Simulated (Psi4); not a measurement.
**CH2FO (SMILES [O]CF): levels of theory compared**

Aim: a comparison of 5 runs (UHF/cc-pVDZ, UB3LYP/6-31G*, UPBE0/def2-SVP, UBP86/aug-cc-pVDZ, U-mPW1K/6-311++G(2d,2p)) of CH2FO. 

Program for the calculation: Psi4 1.11.

1 further run of the same task is left out (set aside as unsound or not needed).

### Step 1. The molecule

The species is CH2FO (5 atoms), meant as a doublet with charge 0. SMILES: `[O]CF`. The shape is that of a PBE0-D4/def2-TZVP optimisation.

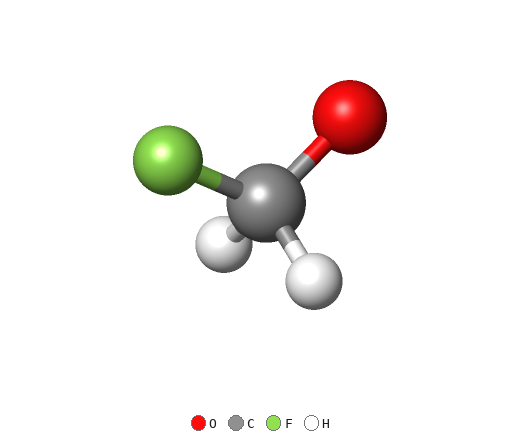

Viewed from a chosen angle; oxygen red, carbon grey, fluorine green, hydrogen white.

### Step 2. Energy and gradient at UHF/cc-pVDZ (run 1)

The input, calc.inp:

```
memory 1.6 GB

molecule {
  0 2
  O
  C 1 r2
  F 2 r3 1 a3
  H 2 r4 1 a4 3 d4
  H 2 r5 4 a5 1 d5

  r2 = 1.303329
  r3 = 1.376313
  a3 = 115.35109
  r4 = 1.109261
  a4 = 109.44467
  d4 = 121.31978
  r5 = 1.109408
  a5 = 107.32877
  d5 = -118.68001
  symmetry c1
  no_reorient
  no_com
}

set {
  reference     uhf
  puream        true
  e_convergence 1e-09
  d_convergence 1e-08
  scf_type      pk
  maxiter       200
}

gradient('scf/cc-pVDZ')
```

On the command line:

```sh
$ psi4 calc.inp calc.out -n 1
```

calc.out:

```text
[...]
  Running in c1 symmetry.
[...]
  Nuclear repulsion =   72.124728823529665
[...]
  Multiplicity = 2
[...]
  Nalpha       = 13
  Nbeta        = 12
[...]
    Number of basis functions: 52
[...]
   @UHF iter   1:  -213.13748976886524   -6.46114e-01   8.49474e-03 ADIIS/DIIS
[...]
   @UHF iter  16:  -213.29592105993942   -7.67386e-13   6.42245e-09 DIIS
[...]
   @S^2 Observed:                7.592818758E-01
[...]
    Orbital Energies [Eh]
    ---------------------
    Alpha Occupied:
       1A    -26.287659     2A    -20.655366     3A    -11.380670
       4A     -1.610950     5A     -1.462498     6A     -0.932028
       7A     -0.776961     8A     -0.739301     9A     -0.716761
      10A     -0.653374    11A     -0.599171    12A     -0.549405
      13A     -0.512327
    Alpha Virtual:
      14A      0.186228    15A      0.239013    16A      0.328657
      17A      0.366657    18A      0.670311    19A      0.681975
      20A      0.737240    21A      0.785875    22A      0.798582
      23A      1.002943    24A      1.111974    25A      1.117964
[...]
  @UHF Final Energy:  -213.29592105993942
   => Energetics <=
    Nuclear Repulsion Energy =             72.1247288235296651
    One-Electron Energy =                -438.0322198026100295
    Two-Electron Energy =                 152.6115699191409476
    Total Energy =                       -213.2959210599394169
  UHF NO Occupations:
  HONO-2 :   11  A 1.9984659
  HONO-1 :   12  A 1.9979153
[...]
 Multipole Moments:
 ------------------------------------------------------------------------------------
     Multipole            Electronic (a.u.)      Nuclear  (a.u.)        Total (a.u.)
 ------------------------------------------------------------------------------------
 L = 1.  Multiply by 2.5417464519 to convert [e a0] to [Debye]
 Dipole X            :          0.0001412           -0.0001207            0.0000205
 Dipole Y            :         -1.8432010            2.6233866            0.7801856
 Dipole Z            :         -0.0006908            0.3003624            0.2996716
 Magnitude           :                                                    0.8357587
[...]
  -Total Gradient:
     Atom            X                  Y                   Z
    ------   -----------------  -----------------  -----------------
       1        0.000000756833     0.005980337608     0.023796726502
       2        0.000067612119    -0.010449387652    -0.044775616918
       3        0.000003400460    -0.010195419188     0.011073790120
       4        0.005819148784     0.007308423441     0.004938673695
       5       -0.005890918197     0.007356045789     0.004966426602
[...]
```

Wall time 4.5 s (1 thread of Intel Xeon Platinum 8375C at 2.90GHz (Ice Lake), shared host); peak memory 0.25 GiB.

### Step 3. The energy at UB3LYP/6-31G(d) (spherical functions) (run 2)

The input, calc.py:

```python
import psi4

psi4.set_memory(1600000000)
psi4.set_num_threads(1)
psi4.set_output_file('psi4.out', False)

geom = psi4.geometry("""
0 2
O     -1.122700     0.202700     0.610000
C     -0.009600    -0.012300    -0.033000
F      1.105500    -0.174700     0.757200
H     -0.112900    -0.924800    -0.655200
H      0.189500     0.835500    -0.720300
symmetry c1
no_reorient
no_com
""")

options = {'reference': 'uks', 'puream': True, 'e_convergence': 1e-09, 'd_convergence': 1e-08, 'scf_type': 'pk', 'dft_radial_points': 99, 'dft_spherical_points': 590, 'maxiter': 200}
psi4.set_options(options)

E, wfn = psi4.energy("b3lyp/6-31G*", return_wfn=True)
psi4.oeprop(wfn, "MULLIKEN_CHARGES", "DIPOLE", "QUADRUPOLE", title="B3LYP")
print(f'total energy {E:.8f} hartree = {E * 27.211386:.5f} eV')
```

On the command line:

```sh
$ python calc.py
```

psi4.out:

```text
[...]
  Running in c1 symmetry.
[...]
  Nuclear repulsion =   72.124732316924849
[...]
  Multiplicity = 2
[...]
  Nalpha       = 13
  Nbeta        = 12
[...]
    Number of basis functions: 46
[...]
   @UKS iter   1:  -214.17718779195764   -2.96778e-01   1.04842e-02 DIIS/ADIIS
[...]
   @UKS iter  13:  -214.28934162677018   -5.11591e-13   2.90175e-09 DIIS
[...]
   @S^2 Observed:                7.537063136E-01
[...]
  @UKS Final Energy:  -214.28934162677018
   => Energetics <=
    Nuclear Repulsion Energy =             72.1247323169248489
    One-Electron Energy =                -438.3505681004717758
    Two-Electron Energy =                 172.3161650600332280
    DFT Exchange-Correlation Energy =     -20.3796709032564891
    Empirical Dispersion Energy =           0.0000000000000000
    VV10 Nonlocal Energy =                  0.0000000000000000
    Total Energy =                       -214.2893416267701809
[...]
 Multipole Moments:
 ------------------------------------------------------------------------------------
     Multipole            Electronic (a.u.)      Nuclear  (a.u.)        Total (a.u.)
 ------------------------------------------------------------------------------------
 L = 1.  Multiply by 2.5417464519 to convert [e a0] to [Debye]
 Dipole X            :         -1.8141853            1.8649707            0.0507854
 Dipole Y            :          0.1770308           -0.2150508           -0.0380200
 Dipole Z            :        -19.9193140           19.1264850           -0.7928290
 Magnitude           :                                                    0.7953631
 L = 2.  Multiply by 1.3450342976 to convert [e a0^2] to [Debye ang]
 Quadrupole XX       :        -89.9591247           75.4638284          -14.4952963
 Quadrupole XY       :         12.3639836          -11.7677382            0.5962454
[...]
  Mulliken Charges: (a.u.)
   Center  Symbol    Alpha    Beta     Spin     Total
       1     O     4.55589  3.71092  0.84497 -0.26681
       2     C     2.84547  2.91394 -0.06846  0.24059
       3     F     4.66207  4.65819  0.00388 -0.32026
       4     H     0.46826  0.35849  0.10977  0.17325
       5     H     0.46830  0.35847  0.10983  0.17323
   Total alpha = 13.00000, Total beta = 12.00000, Total charge =  0.00000
```

The script printed:

```text
total energy -214.28934163 hartree = -5831.10999 eV
```

Run time: 14 s. Hardware: 1 thread of Intel Xeon Platinum 8375C at 2.90GHz (Ice Lake), shared host; peak memory 0.58 GiB.

Run 3 isn't shown in full; the table further down has it.

### Step 4. The energy at UBP86/aug-cc-pVDZ (run 4)

The input, calc.inp:

```
memory 1600 MB

molecule mol {
  0 2
  O
  C 1 r2
  F 2 r3 1 a3
  H 2 r4 1 a4 3 d4
  H 2 r5 4 a5 1 d5

  r2 = 1.303329
  r3 = 1.376313
  a3 = 115.35109
  r4 = 1.109261
  a4 = 109.44467
  d4 = 121.31978
  r5 = 1.109408
  a5 = 107.32877
  d5 = -118.68001
  symmetry c1
}

set globals {
  reference            uks
  puream               true
  e_convergence        1e-09
  d_convergence        1e-08
  scf_type             pk
  dft_radial_points    99
  dft_spherical_points 590
  maxiter              200
}

E, wfn = energy("bp86/aug-cc-pVDZ", return_wfn=True)
```

On the command line:

```sh
$ psi4 calc.inp calc.out -n 1
```

calc.out:

```text
[...]
  Running in c1 symmetry.
[...]
  Nuclear repulsion =   72.124728823529651
[...]
  Multiplicity = 2
[...]
  Nalpha       = 13
  Nbeta        = 12
[...]
    Number of basis functions: 87
[...]
   @UKS iter   1:  -214.17154564790744   -2.16101e-01   6.64608e-03 ADIIS/DIIS
[...]
   @UKS iter  12:  -214.33374544796052   -1.84741e-12   5.74211e-09 DIIS
[...]
   @S^2 Observed:                7.527201330E-01
[...]
    Orbital Energies [Eh]
    ---------------------
    Alpha Occupied:
       1A    -24.320358     2A    -18.861424     3A    -10.060719
       4A     -1.135639     5A     -0.986773     6A     -0.631239
       7A     -0.506987     8A     -0.494740     9A     -0.450816
      10A     -0.363691    11A     -0.350013    12A     -0.295914
      13A     -0.290769
    Alpha Virtual:
      14A     -0.017608    15A      0.009629    16A      0.023512
      17A      0.030707    18A      0.078987    19A      0.094107
      20A      0.109191    21A      0.126251    22A      0.127667
      23A      0.153959    24A      0.155271    25A      0.160072
[...]
  @UKS Final Energy:  -214.33374544796052
   => Energetics <=
    Nuclear Repulsion Energy =             72.1247288235296509
    One-Electron Energy =                -437.8568842696454908
    Two-Electron Energy =                 176.5299330477184299
    DFT Exchange-Correlation Energy =     -25.1315230495631354
    Empirical Dispersion Energy =           0.0000000000000000
    VV10 Nonlocal Energy =                  0.0000000000000000
    Total Energy =                       -214.3337454479605242
[...]
 Multipole Moments:
 ------------------------------------------------------------------------------------
     Multipole            Electronic (a.u.)      Nuclear  (a.u.)        Total (a.u.)
 ------------------------------------------------------------------------------------
 L = 1.  Multiply by 2.5417464519 to convert [e a0] to [Debye]
 Dipole X            :          0.0001117           -0.0001207           -0.0000090
 Dipole Y            :         -1.9315608            2.6233866            0.6918259
 Dipole Z            :          0.2257405            0.3003624            0.5261029
 Magnitude           :                                                    0.8691417
[...]
```

Run time: 19 s. Hardware: 1 thread of Intel Xeon Platinum 8375C at 2.90GHz (Ice Lake), shared host; peak memory 1.1 GiB.

### Step 5. Energy and one-electron properties at U-mPW1K/6-311++G(2d,2p) (density fitting) (run 5)

The input, run.py:

```python
import psi4

psi4.set_memory(1600000000)
psi4.set_num_threads(1)
psi4.set_output_file('ch2fo.out', False)

geom = psi4.geometry("""
0 2
O     -1.122700     0.202700     0.610000
C     -0.009600    -0.012300    -0.033000
F      1.105500    -0.174700     0.757200
H     -0.112900    -0.924800    -0.655200
H      0.189500     0.835500    -0.720300
units angstrom
symmetry c1
""")

psi4.set_options({
    'basis': '6-311++G(2d,2p)',
    'reference': 'uks',
    'scf_type': 'df',
})

e_tot, wfn = psi4.energy('mpw1k', return_wfn=True)
psi4.oeprop(wfn, 'MULTIPOLE(3)', 'ESP_AT_NUCLEI', 'DIPOLE', 'MAYER_INDICES', title='MPW1K')
print('E =', round(e_tot, 9))
for k, v in sorted(psi4.core.scalar_variables().items()):
    print(f'{k:45s} {v:18.10f}')
```

On the command line:

```sh
$ python run.py
```

ch2fo.out:

```text
[...]
  Running in c1 symmetry.
[...]
  Nuclear repulsion =   72.124732316924849
[...]
  Multiplicity = 2
[...]
  Nalpha       = 13
  Nbeta        = 12
[...]
    Number of basis functions: 101
[...]
   @DF-UKS iter   1:  -214.19167213728201   -4.70115e-01   4.59540e-03 DIIS/ADIIS
[...]
   @DF-UKS iter  10:  -214.29987385952717   -2.66929e-08   3.94766e-07 DIIS
[...]
   @S^2 Observed:                7.563808048E-01
[...]
    Orbital Energies [Eh]
    ---------------------
    Alpha Occupied:
       1A    -25.150757     2A    -19.631685     3A    -10.624257
       4A     -1.352804     5A     -1.208188     6A     -0.776718
       7A     -0.637033     8A     -0.615382     9A     -0.586527
      10A     -0.505744    11A     -0.473763    12A     -0.423579
      13A     -0.405256
    Alpha Virtual:
      14A      0.008080    15A      0.036589    16A      0.054984
      17A      0.055417    18A      0.112569    19A      0.129188
      20A      0.168833    21A      0.187229    22A      0.198815
      23A      0.210177    24A      0.223549    25A      0.241916
[...]
  @DF-UKS Final Energy:  -214.29987385952717
   => Energetics <=
    Nuclear Repulsion Energy =             72.1247323169248489
    One-Electron Energy =                -438.1845457108215669
    Two-Electron Energy =                 166.5486712307316850
    DFT Exchange-Correlation Energy =     -14.7887316963621256
    Empirical Dispersion Energy =           0.0000000000000000
    VV10 Nonlocal Energy =                  0.0000000000000000
    Total Energy =                       -214.2998738595271675
[...]
 Multipole Moments:
 ------------------------------------------------------------------------------------
     Multipole            Electronic (a.u.)      Nuclear  (a.u.)        Total (a.u.)
 ------------------------------------------------------------------------------------
 L = 1.  Multiply by 2.5417464519 to convert [e a0] to [Debye]
 Dipole X            :          0.9971098           -1.0339204           -0.0368107
 Dipole Y            :         -0.1135046            0.0880700           -0.0254346
 Dipole Z            :          1.5682773           -2.4280916           -0.8598144
 Magnitude           :                                                    0.8609778
[...]
```

The script printed:

```text
E = -214.29987386
CURRENT ENERGY                                   -214.2998738595
CURRENT REFERENCE ENERGY                         -214.2998738595
DD SOLVATION ENERGY                                 0.0000000000
DFT FUNCTIONAL TOTAL ENERGY                      -214.2998738595
DFT TOTAL ENERGY                                 -214.2998738595
DFT VV10 ENERGY                                     0.0000000000
DFT XC ENERGY                                     -14.7887316964
ESP AT CENTER 1                                   -22.2984090651
ESP AT CENTER 2                                   -14.6169440402
ESP AT CENTER 3                                   -26.5989171248
ESP AT CENTER 4                                    -1.0425044163
ESP AT CENTER 5                                    -1.0424781599
GRID ELECTRONS ALPHA                               13.0000010733
GRID ELECTRONS BETA                                12.0000011174
GRID ELECTRONS TOTAL                               25.0000021907
NUCLEAR REPULSION ENERGY                           72.1247323169
ONE-ELECTRON ENERGY                              -438.1845457108
PCM POLARIZATION ENERGY                             0.0000000000
PE ENERGY                                           0.0000000000
SCF ITERATION ENERGY                             -214.2998738595
SCF ITERATIONS                                     10.0000000000
SCF TOTAL ENERGY                                 -214.2998738595
TWO-ELECTRON ENERGY                               166.5486712307
XC GRID RADIAL POINTS                              75.0000000000
XC GRID SPHERICAL POINTS                          302.0000000000
XC GRID TOTAL POINTS                           110092.0000000000
```

Wall time 9.3 s (1 thread of Intel Xeon Platinum 8375C at 2.90GHz (Ice Lake), shared host); peak memory 0.51 GiB.

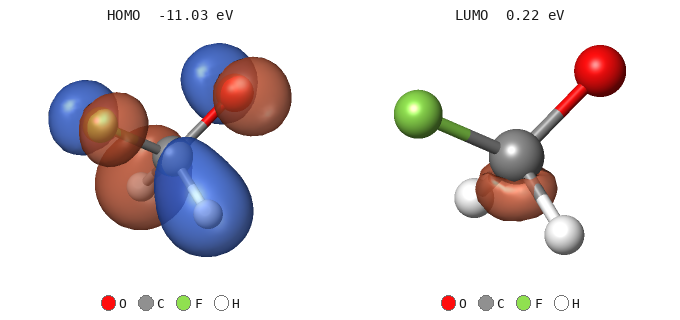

Frontier orbitals of this run (spin up), surfaces at ±0.2 Å^-3/2.

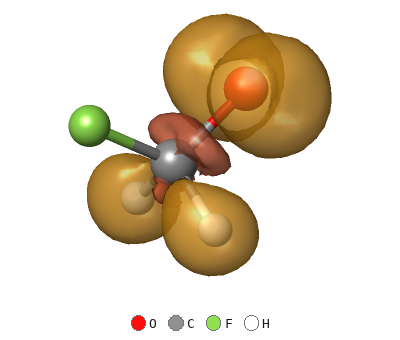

Spin density, surfaces at ±0.03 e/Å³.

### Step 6. All runs side by side

```csv
run,level,task,integration grid,energy (Eh),dipole moment (D),HOMO energy (eV),LUMO energy (eV),wall time
1,UHF/cc-pVDZ,gradient,–,-213.295921,2.12,-13.84,2.35,4.5 s
2,UB3LYP/6-31G* (spherical functions),energy,99 radial × 590 angular,-214.289342,2.02,-8.59,-4.41,14 s
3,UPBE0/def2-SVP,gradient,99 radial × 590 angular,-213.914047,2.13,-9.10,-4.07,17 s
4,UBP86/aug-cc-pVDZ,energy,99 radial × 590 angular,-214.333745,2.21,-7.61,-6.09,19 s
5,"U-mPW1K/6-311++G(2d,2p) (density fitting)",properties,75 radial × 302 angular,-214.299874,2.19,-10.82,-3.27,9.3 s
```

### Step 7. What came out

| quantity | value |
| --- | --- |
| run 5: total energy | -214.29987 Eh |
| run 5: dipole moment | 2.19 D |
| run 5: HOMO energy (highest over α and β) | -10.82 eV |
| run 5: LUMO energy (lowest over α and β) | -3.27 eV |
| run 5: ⟨S²⟩ | 0.756 |

In words: The dipole moment (its size) runs from 2.02 D (UB3LYP/6-31G*) to 2.21 D (UBP86/aug-cc-pVDZ). The two ends differ in method and basis. Totals of different functionals can't be ranked against each other. All runs together took 63 s, the longest 19 s.
